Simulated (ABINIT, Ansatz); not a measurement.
# SiC (F-43m): G0W0 with ABINIT, start to end, part 3 of 3

Wanted: ground state, empty states, screening and self-energy for SiC (F-43m).

ABINIT 10.8.3; PBE and many-body steps on it, plane waves. Known limits of the many-body steps: not at the basis limit.

So far. Step 4 (Empty states on the mesh, 8×8×8 mesh, 387 bands): On this mesh the gap is 1.361 eV. Step 5 (Screening, 8×8×8 mesh, 379 bands, screening to 435.4 eV): Local fields lower ε∞ by 9 %.

### Step 6. Self-energy, 8×8×8 mesh, 379 bands, screening to 435.4 eV

The self-energy is evaluated for the states that the input lists, and the levels follow from it, in one-shot runs by the linearised quasiparticle equation.

This step: G0W0 on PBE, plane waves, norm-conserving pseudopotentials.

Input file run.abi:

```
acell 3*1.0 Angstrom
rprim 
  -0.000000000000 2.179000000000 2.179000000000
  2.179000000000 0.000000000000 2.179000000000
  2.179000000000 2.179000000000 -0.000000000000
ntypat 2
znucl 14 6
natom 2
typat 1 2
xred 
  0.000000000000 0.000000000000 0.000000000000
  0.250000000000 0.250000000000 0.250000000000
pp_dirpath "pseudos"
pseudos "Si.upf, C.upf"
ecut 37
ngkpt 8 8 8
nshiftk 1
shiftk 0 0 0
kptopt 1
chksymbreak 0
istwfk *1
occopt 1
irdwfk 1
optdriver 4
nband 379
gwcalctyp 0
ecutsigx 37
symsigma 1
nkptgw 2
kptgw 
  0.0000000000 0.0000000000 0.0000000000
  0.5000000000 0.5000000000 0.0000000000
bdgw 
  2 8
  3 6
ecuteps 16
irdscr 1
ppmodel 1
indata_prefix "in"
outdata_prefix "out"
tmpdata_prefix "tmp"
```

On the command line:

```console
OMP_NUM_THREADS=1 mpirun -n 8 abinit run.abi > log
```

Numbers of over 12 decimals in the logs are rounded to 6 here.

Log:

```text
.Version 10.8.3 of ABINIT. v10.8.2 released Aug 2026.

 Symmetries : space group F-4 3 m (#216); Bravais cF (face-center cubic)
[... echo of the input left out ...]
== DATASET  1 ==================================================================
-   mpi_nproc: 8, omp_nthreads: 1 (-1 if OMP is not activated)

--- !DatasetInfo
iteration_state: {dtset: 1, }
dimensions: {natom: 2, nkpt: 29, mband: 379, nsppol: 1, nspinor: 1, nspden: 1, mpw: 1524, }
cutoff_energies: {ecut:  37.0, pawecutdg:  -1.0, }
electrons: {nelect:   8.00000000E+00, charge:   0.00000000E+00, occopt:   1.00000000E+00, tsmear:   1.00000000E-02, }

 SIGMA: Calculation of the GW corrections

 Based on a program developped by R.W. Godby, V. Olevano, G. Onida, and L. Reining.
 Incorporated in ABINIT by V. Olevano, G.-M. Rignanese, and M. Torrent.
.Using double precision arithmetic ; gwpc =  8

[... cell and pseudopotentials left out ...]
--------------------------------------------------------------------------------

 ==== K-mesh for the wavefunctions ====
 Number of points in the irreducible wedge :    29
[... list of points left out ...]
 Together with 24 symmetry operations and time-reversal symmetry
 yields   512 points in the full Brillouin Zone.

 ==== Q-mesh for screening function ====
 Number of points in the irreducible wedge :    29
[... list of points left out ...]
 Together with 24 symmetry operations and time-reversal symmetry
 yields   512 points in the full Brillouin Zone.

 vcoul_init : cutoff-mode = AUXILIARY_FUNCTION
 q-points for optical limit:   1
     1)      0.000010    0.000020    0.000030
 setmesh: FFT mesh size selected  =    32x   32x   32
          total number of points  =        32768

 Number of electrons calculated from density =    8.0000; Expected =    8.0000
 average of density, n =  0.057292
 r_s =    1.6092
 omega_plasma =   23.0888 [eV]

 === KS Band Gaps ===
  >>>> For spin  1
   Minimum direct gap =   4.5530 [eV], located at k-point      :   0.5000  0.5000  0.0000
   Fundamental gap    =   1.3613 [eV], Top of valence bands at :   0.0000  0.0000  0.0000
                                       Bottom of conduction at :   0.5000  0.5000  0.0000
 SIGMA fundamental parameters:
 PLASMON POLE MODEL  1
 number of plane-waves for SigmaX                 1459
 number of plane-waves for SigmaC and W            411
 number of plane-waves for wavefunctions          1459
 number of bands                                   379
 number of independent spin polarizations            1
 number of spinorial components                      1
 number of k-points in IBZ                          29
 number of q-points in IBZ                          29
 number of symmetry operations                      24
 number of k-points in BZ                          512
 number of q-points in BZ                          512
 number of frequencies for dSigma/dE                 9
 frequency step for dSigma/dE [eV]                0.25
 number of omega for Sigma on real axis              0
 max omega for Sigma on real axis  [eV]           0.00
 zcut for avoiding poles [eV]                     0.10

 EPSILON^-1 parameters (SCR file):
 dimension of the eps^-1 matrix on file            411
 dimension of the eps^-1 matrix used               411
 number of plane-waves for wavefunctions          1459
 number of bands                                   379
 number of q-points in IBZ                          29
 number of frequencies                               2
 number of real frequencies                          1
 number of imag frequencies                          1

 matrix elements of self-energy operator (all in [eV])

 Perturbative Calculation

--- !SelfEnergy_ee
iteration_state: {dtset: 1, }
kpoint     : [   0.000,    0.000,    0.000, ]
spin       : 1
KS_gap     :    6.223
QP_gap     :    7.147
Delta_QP_KS:    0.924
data: !SigmaeeData |
     Band     E0 <VxcDFT>   SigX SigC(E0)      Z dSigC/dE  Sig(E)    E-E0       E
        2   6.835 -14.927 -17.547   1.680   0.791  -0.264 -15.671  -0.744   6.091
        3   6.835 -14.927 -17.547   1.680   0.791  -0.264 -15.671  -0.744   6.091
        4   6.835 -14.927 -17.547   1.680   0.791  -0.264 -15.671  -0.744   6.091
        5  13.058 -13.214  -7.586  -5.401   0.789  -0.267 -13.034   0.180  13.238
        6  14.146 -11.329  -5.851  -5.194   0.806  -0.241 -11.101   0.228  14.374
        7  14.146 -11.329  -5.851  -5.194   0.806  -0.241 -11.101   0.228  14.374
        8  14.146 -11.329  -5.851  -5.194   0.806  -0.241 -11.101   0.228  14.374

--- !SelfEnergy_ee
iteration_state: {dtset: 1, }
kpoint     : [   0.500,    0.500,    0.000, ]
spin       : 1
KS_gap     :    4.553
QP_gap     :    5.634
Delta_QP_KS:    1.081
data: !SigmaeeData |
     Band     E0 <VxcDFT>   SigX SigC(E0)      Z dSigC/dE  Sig(E)    E-E0       E
        3   3.643 -13.566 -17.410   2.552   0.782  -0.279 -14.576  -1.010   2.634
        4   3.643 -13.566 -17.410   2.552   0.782  -0.279 -14.576  -1.010   2.634
        5   8.196 -10.510  -6.435  -3.987   0.820  -0.219 -10.438   0.072   8.268
        6  11.168 -10.772  -5.999  -4.483   0.822  -0.216 -10.533   0.239  11.407

== END DATASET(S) ==============================================================
================================================================================

 -outvars: echo values of variables after computation  --------
           etotal      0.0000000000E+00
            nband         379
             nkpt          29
          spgroup         216
 [... the other variables as echoed above ...]

 Calculation completed.
```

The job ended after 2.6 min (8 MPI ranks of Intel Xeon at 2.80GHz (Skylake/Cascade Lake), shared host; peak memory 6 GiB).

Numbers from this step:

- G0W0 gap on the points computed: 2.177 eV
- starting gap on the mesh: 1.361 eV
- k of the valence top: 0, 0, 0
- k of the conduction bottom: 0.5, 0.5, 0
- Z at the valence top: 0.791
- Z at the conduction bottom: 0.82
- least direct G0W0 gap on the computed points: 5.634 eV

The gap on the mesh goes from 1.36 eV to 2.18 eV, a correction of +0.82 eV.

Limits: finite bands, cutoff and mesh. v1 is the top filled band, c1 the lowest empty one. Levels before and after the correction, in eV, zero at the valence-band top of each column:

|  | conduction bottom | valence top |
| --- | --- | --- |
| Kohn-Sham | 1.36 | 0.00 |
| G0W0 | 2.18 | 0.00 |

|  | level | energy (eV) |
| --- | --- | --- |
| Kohn-Sham | Γ v3-v1 | 0.000 |
| Kohn-Sham | Γ c1 | 6.223 |
| Kohn-Sham | Γ c2-c4 | 7.311 |
| Kohn-Sham | (0.5 0.5 0) v2-v1 | -3.192 |
| Kohn-Sham | (0.5 0.5 0) c1 | 1.361 |
| Kohn-Sham | (0.5 0.5 0) c2 | 4.333 |
| G0W0 | Γ v3-v1 | 0.000 |
| G0W0 | Γ c1 | 7.147 |
| G0W0 | Γ c2-c4 | 8.283 |
| G0W0 | (0.5 0.5 0) v2-v1 | -3.457 |
| G0W0 | (0.5 0.5 0) c1 | 2.177 |
| G0W0 | (0.5 0.5 0) c2 | 5.316 |

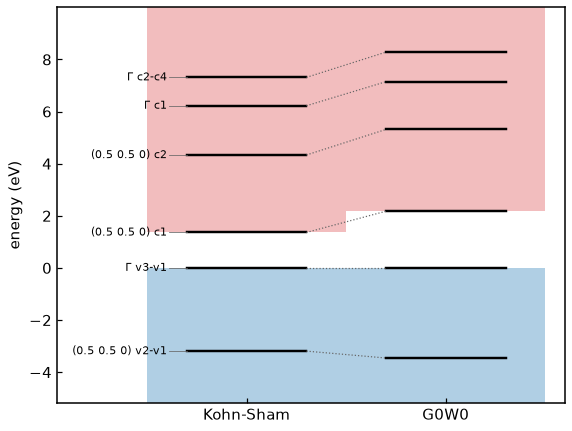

Levels before and after the correction. Shaded: valence and conduction bands.

### Step 7. Where the time went

Times are wall times on 8 MPI ranks of Intel Xeon at 2.80GHz (Skylake/Cascade Lake), shared host, good to a factor of about two.

| step | time | share | memory (GiB) |
| --- | --- | --- | --- |
| ground state | 5.3 s | 1 % | 0.42 |
| bands along the symmetry lines | 5.5 s | 1 % | 0.54 |
| empty states on the mesh | 13 s | 2 % | 1.4 |
| screening | 10 min | 78 % | 6.1 |
| self-energy | 2.6 min | 19 % | 6.0 |

### Step 8. Outcome

| Property | Result |
| --- | --- |
| PBE gap | 1.36 eV, indirect |
| G0W0 gap on the mesh | 2.18 eV |
| GW settings | 8×8×8 mesh, 379 bands, screening to 435.4 eV, Godby-Needs plasmon pole |
| known limits | not at the basis limit |

What this shows: G0W0 moves the gap on the mesh from 1.36 eV to 2.18 eV (+0.82 eV), with Z of 0.79 and 0.82 at the edges. Local fields lower the RPA ε∞ on this mesh from 7.31 to 6.67. Only 2 of the mesh's irreducible points were corrected, so a valley elsewhere could overtake. The dearest step here is «screening». Against experiment, by G0W0@PBE: the gap of 2.18 eV lies −0.21 eV from the measured 2.39 eV (kind not stated, quoted 2020); the gap of 2.18 eV lies −0.22 eV from the measured 2.4 eV (indirect, 2018). The calculation has static nuclei and no excitons; a measured gap holds zero-point and thermal motion, which mostly lowers it. Bands and cutoff are finite, so the gap is not at the basis limit. The miss can reach some tenths of an eV and take either sign; the mesh is an error of its own. In the G0W0 run levels were corrected at 2 k points alone, so a gap called «on the mesh» is the least over those, and an edge elsewhere would be missed.

[Paths, hosts, dates, memory and timing lines, banners, echoed tables and standing remarks are left out of the program output.]

[Logs are printed without paths, hosts, clocks, repeated set-up lines and the standing remarks that a program may print on its own settings, such as how far it seeks lower states.]

[Runs of the session that timed out or met a known fault of the program may be left out.]

[Hosts, paths, dates, database ids (printed as entryN), source tags and the programs' standing remarks are cut or masked in the printed files.]

[G0W0 gaps are taken among the corrected bands and points alone; a level outside them can change the order at an edge.]

[Where Ansatz stands beside ABINIT at settings called matched, ABINIT's density can come from a denser mesh and the files from another edition; pairs whose starting gaps differed by over 0.03 eV were left out, so agreement reads better than it is.]
